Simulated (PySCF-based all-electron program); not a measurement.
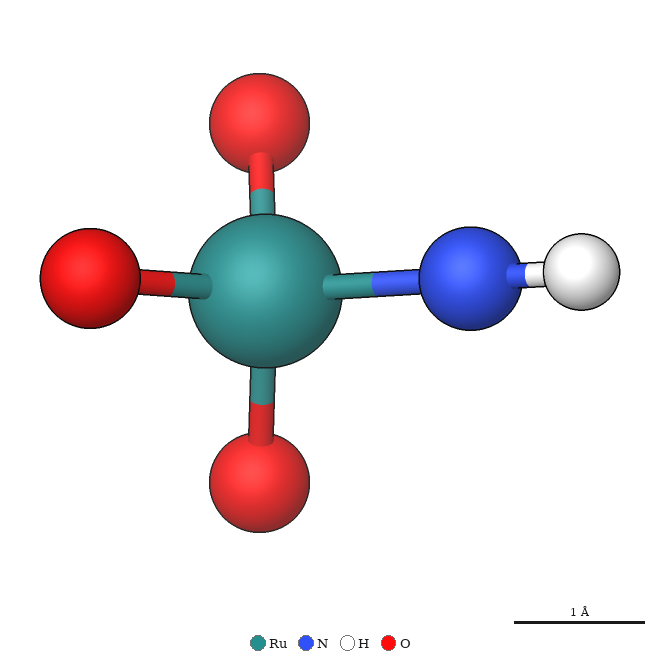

Figure made from data computed with PySCF-based all-electron program.

The picture shows a molecular structure as a ball-and-stick model. Every bond is drawn as one stick, whatever its order.

Charge 0, singlet. Geometry: a fixed input geometry, not necessarily a minimum.

Question: What is the molecular formula?

Answer: HNO3Ru, 6 atoms: 1 hydrogen, 1 nitrogen, 3 oxygen and 1 ruthenium.

Question: How many bonds of each kind are drawn?

Answer: 3 O–Ru, 1 N–Ru, 1 N–H. Sticks follow a distance rule.
